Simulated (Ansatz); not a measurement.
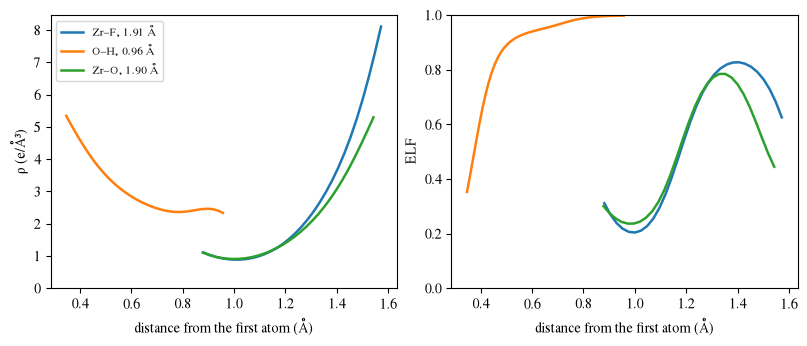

*F$_{3}$HOZr. Electron density and ELF along straight lines between neighbouring atoms. The curves leave out the atomic cores.*

Core potentials replace the inner electrons of Zr.

Computed with RKS PBE0-D4/def2-SVP (Ansatz 0.2.0).

| atom | x (Å) | y (Å) | z (Å) |
| --- | --- | --- | --- |
| Zr | -0.0850 | -0.0255 | -0.0494 |
| O | -0.3493 | -0.1061 | 1.8288 |
| H | -0.4863 | -0.1539 | 2.7744 |
| F | 1.7807 | -0.0020 | -0.4349 |
| F | -0.8906 | 1.5550 | -0.7447 |
| F | -0.8772 | -1.5489 | -0.8750 |

> What can be read from the curves?

Zr–F (1.91 Å): ρ is about 0.93 e/Å³ halfway; the ELF peaks at about 0.85 in the valence shell of F, 0.5 Å from its nucleus, and drops to about 0.20 between the two atoms.
O–H (0.96 Å): ρ is about 3.7 e/Å³ halfway; the ELF climbs to about 1 towards the hydrogen, as it does in any bond to H: an ordinary covalent bond to hydrogen.
Zr–O (1.90 Å): the density is about 0.94 e/Å³ at the midpoint; the ELF peaks at about 0.80 in the valence shell of O, 0.6 Å from its nucleus, and drops to about 0.25 between the two atoms.
